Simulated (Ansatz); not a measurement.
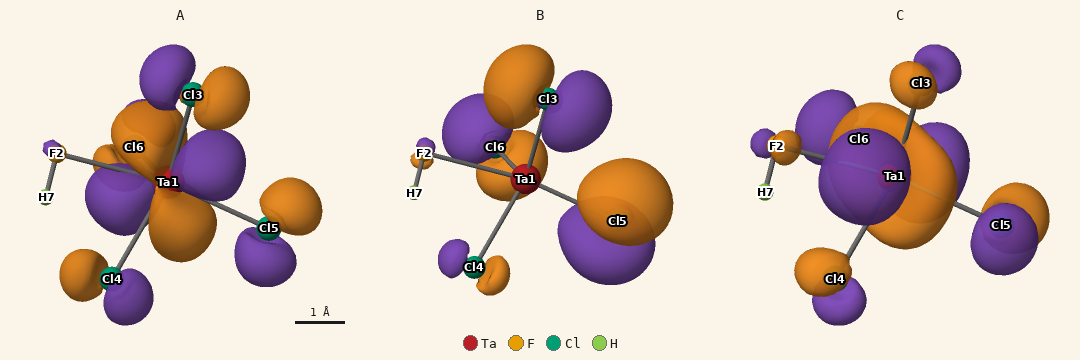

*Cl₄FHTa (doublet). Three frontier orbitals at ±0.1 Å⁻³ᐟ² (orange and purple are the two phases), in no order.*

Core potentials replace the inner electrons of Ta.

Level of theory: UKS PBE/def2-SVP in Ansatz.

Input file:

```
crystal:
  periodic: [false, false, false]
  atoms:
    - { symbol: Ta, position_ang: [-0.51448, 8.1e-05, 1.0e-06] }
    - { symbol: F, position_ang: [2.617903, -0.001811, 4.0e-05] }
    - { symbol: Cl, position_ang: [0.308561, 7.6e-05, 2.159145] }
    - { symbol: Cl, position_ang: [0.308582, 7.6e-05, -2.159136] }
    - { symbol: Cl, position_ang: [-1.579468, 2.043684, -3.0e-06] }
    - { symbol: Cl, position_ang: [-1.579483, -2.043517, -3.0e-06] }
    - { symbol: H, position_ang: [3.548386, 0.001411, -4.5e-05] }
magnetization:
  spin_polarized: true
  initial_magnetization: 1
basis:
  gaussian: { orbitals: def2-SVP }
hamiltonian:
  xc: pbe
relax:
  f_tol: 0.03
  max_steps: 50
output:
  orbitals: {}
```

Run with:

```sh
ansatz run input.yaml --threads 4 --pin off --max-ram 5120MiB --backend cpu --events-out ev --progress --plain --runs-dir out
```

The fields are those of the run's last geometry, not of the input's.

Which picture is the HOMO−1, the HOMO and the LUMO? All are α orbitals.

Answer. B is the HOMO−1 (α) (−8.02 eV). By Hirshfeld shares it lies mainly on Cl5 (about 45 %), Cl3 (about 30 %) and Cl6 (about 20 %); largely a combination of lone pairs on Cl5, Cl3 and Cl6. C is the HOMO (α) (−4.30 eV). It lies mainly on Ta1 (about 70 %), Cl6 (about 10 %) and Cl5 (about 10 %). A is the LUMO (α) (−4.01 eV). By Hirshfeld shares it lies mainly on Ta1 (about 65 %), Cl5 (about 10 %), Cl3 (about 10 %) and Cl4 (about 5 %).

What is the gap between the highest occupied and lowest empty α orbitals?

Answer. 0.29 eV between the orbital energies.
